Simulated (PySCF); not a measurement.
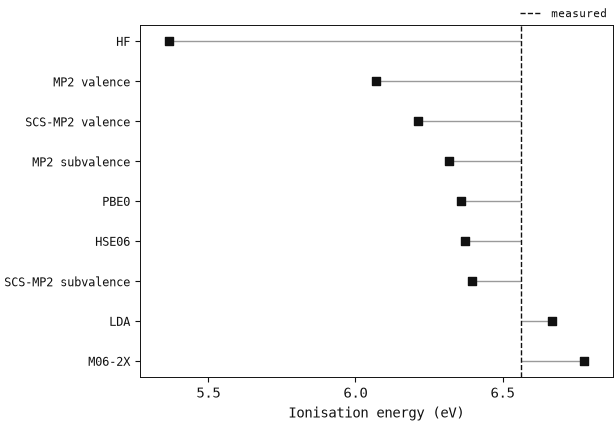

The ionisation energy of neutral scandium ([Ar] 3d 4s² → [Ar] 3d 4s) across levels of theory. PySCF, def2-TZVPPD, non-relativistic, unrestricted single determinants, no spin-orbit coupling. Methods marked “valence” freeze 18 core electrons; methods marked “subvalence” freeze 10 core electrons.

> Summarise the spread and list the values.

The values run from 5.37 eV (HF) to 6.78 eV (M06-2X). The measured value is 6.56 eV; nearest to it come LDA (+0.11) and SCS-MP2 subvalence (−0.17), furthest HF (−1.20 eV).

```json
{"Method": "HF", "Ionisation energy (eV)": "5.37"}
{"Method": "LDA", "Ionisation energy (eV)": "6.67"}
{"Method": "PBE0", "Ionisation energy (eV)": "6.36"}
{"Method": "M06-2X", "Ionisation energy (eV)": "6.78"}
{"Method": "HSE06", "Ionisation energy (eV)": "6.37"}
{"Method": "MP2 valence", "Ionisation energy (eV)": "6.07"}
{"Method": "SCS-MP2 valence", "Ionisation energy (eV)": "6.21"}
{"Method": "MP2 subvalence", "Ionisation energy (eV)": "6.32"}
{"Method": "SCS-MP2 subvalence", "Ionisation energy (eV)": "6.39"}
```

Known limits: relativistic shift absent.
